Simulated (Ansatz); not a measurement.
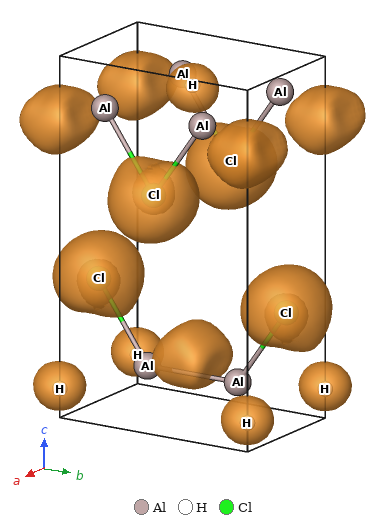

The picture shows: Al2HCl. Isosurface of the ELF at 0.8 (orange), seen at an oblique angle. Core shells and regions of very low density are left out. Sticks mark near contacts.

Space group Pmmn; a structure generated by program, which may or may not match a known phase.

The calculation used DFT PBE, scalar-relativistic, plane waves, PAW (Ansatz 0.2.0).

In a PAW calculation such maps are meaningful between the atoms, not at the nuclei.

```cif
data_structure
_symmetry_space_group_name_H-M 'P 1'
_symmetry_Int_Tables_number 1
_cell_length_a 3.3992
_cell_length_b 5.3157
_cell_length_c 8.9590
_cell_angle_alpha 90.000
_cell_angle_beta 90.000
_cell_angle_gamma 90.000
_cell_volume 161.88
loop_
_atom_site_label
_atom_site_type_symbol
_atom_site_fract_x
_atom_site_fract_y
_atom_site_fract_z
_atom_site_occupancy
Al1 Al 0.00000 0.75940 0.87880 1
Al2 Al 0.50000 0.74060 0.12120 1
Al3 Al 0.00000 0.24060 0.87880 1
Al4 Al 0.50000 0.25940 0.12120 1
H1 H 0.50000 0.50000 0.91960 1
H2 H 0.00000 0.00000 0.08040 1
Cl1 Cl 0.00000 0.50000 0.66194 1
Cl2 Cl 0.50000 0.00000 0.33806 1
```

### Describe the localisation domains.

The ELF exceeds this value in two regions around hydrogen nuclei, two regions wrapped around Cl (the valence shell of each) and two pockets between the atoms, centred on no nucleus (multi-centre or interstitial), counted in one cell of 8 atoms. Any copies at cell faces, edges or corners count once. Profiles from the grid: Al–H (2.21 Å): the ELF climbs to about 1 towards the hydrogen. Al–Cl (2.38 Å): the ELF peaks at about 0.85 in the valence shell of Cl, 0.8 Å from its nucleus, and is about 0.75 at the midpoint.
